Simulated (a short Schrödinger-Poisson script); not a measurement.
System: gated In0.52Al0.48As/In0.53Ga0.47As δ-doped gas in a quantum well, at 77 K.

| layer | material | thickness (nm) | Na (cm⁻³) |
|---|---|---|---|
| 1 | In0.52Al0.48As | 30 | - |
| 2 | In0.52Al0.48As | 2 | - |
| 3 | In0.53Ga0.47As | 20 | - |
| 4 | In0.52Al0.48As | 4000 | 5e15 |

Constants are typed, rounded textbook-type inputs, not results; the design itself was drawn at random and stands for no fabricated device. In0.52Al0.48As: permittivity 12.5, conduction-band edge (eV) 0.52, gap (eV) 1.45, electron mass (mₑ) 0.075, Nv at 300 K (cm⁻³) 1.1e19. In0.53Ga0.47As: permittivity 13.9, conduction-band edge (eV) 0, gap (eV) 0.74, Nv at 300 K (cm⁻³) 7.7e18.

Channel valleys (confinement mass, in-plane density-of-states mass, number): Γ 0.041, 0.041, 1. At the gate the conduction-band edge of layer 1 lies 0.45 eV − eVg above the Fermi level of the channel; the field vanishes at the back. Sheet of ionised δ-doping: +1.7e12 e/cm² at 30 nm from the gate. The barrier under the gate holds no holes. Gaps are held at their typed values at every temperature. Mesh 0.08 nm at interfaces.

Solved with a short Schrödinger-Poisson script written for these runs: 1D Poisson equation in equilibrium, electrons quantum, Hartree (BenDaniel-Duke, 40 states a valley, the channel's in-plane mass for all, wave functions free to enter the barrier), parabolic valleys, classical holes, full ionisation, no traps, pinning or gate leakage.

Only gate voltages with over 1e8 electrons/cm² are shown.

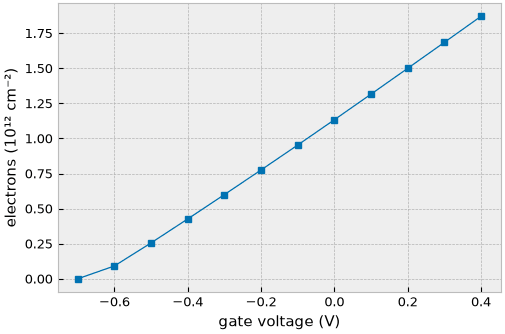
Figure: Sheet density against gate voltage

| Vg (V) | electrons (cm⁻²) | in the channel layer | C (μF/cm²) | Γ E0 (meV) | Γ E1 (meV) |
|---|---|---|---|---|---|
| 0.4 | 1.87e12 | 1.82e12 | 0.299 | -92.2 | -16.5 |
| 0.3 | 1.68e12 | 1.64e12 | 0.297 | -84.9 | -12.5 |
| 0.2 | 1.50e12 | 1.47e12 | 0.296 | -77.6 | -8.3 |
| 0.1 | 1.32e12 | 1.29e12 | 0.294 | -70.1 | -3.8 |
| 0 | 1.13e12 | 1.11e12 | 0.292 | -62.3 | 1.4 |
| -0.1 | 9.53e11 | 9.39e11 | 0.288 | -53.8 | 7.6 |
| -0.2 | 7.76e11 | 7.65e11 | 0.284 | -44.6 | 15.0 |
| -0.3 | 6.00e11 | 5.93e11 | 0.281 | -34.8 | 23.3 |
| -0.4 | 4.27e11 | 4.22e11 | 0.278 | -24.7 | 32.1 |
| -0.5 | 2.56e11 | 2.54e11 | 0.272 | -14.2 | 41.4 |
| -0.6 | 9.16e10 | 9.09e10 | 0.252 | -1.4 | 53.2 |
| -0.7 | 1.07e8 | 1.06e8 | 0.0234 | 46.2 | 100.1 |

Subbands count from the Fermi level.
